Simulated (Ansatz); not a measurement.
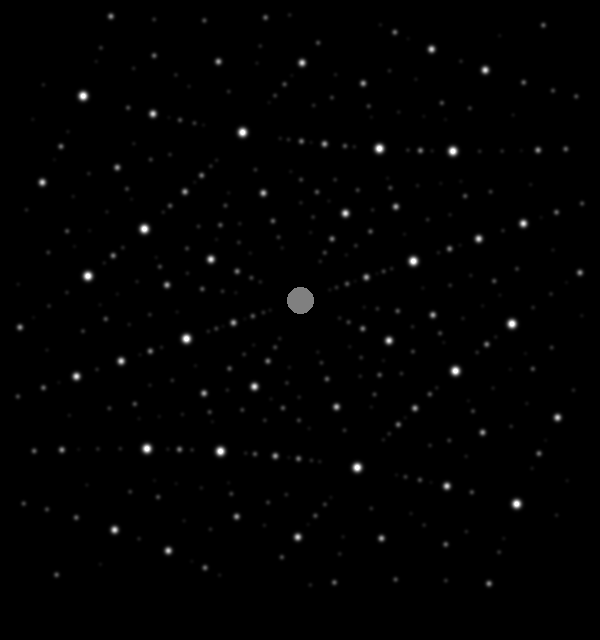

Simulated back-reflection Laue pattern (white X-rays, 0.45 to 2.2 Å, flat plate covering ±45° about the beam, kinematic intensities, seen from the source).

Question: What symmetry does the pattern show?

Answer: 2mm: a twofold axis with two mirror lines.

The crystal is Tl, space group P6_3/mmc (No. 194), a = 3.393 Å, c = 6.211 Å (hexagonal axes). Structure: coordinates from a relaxation at fixed volume with DFT HSE06, scalar-relativistic, plane waves, PAW (Ansatz 0.2.0).

The direction [100] points towards the source.
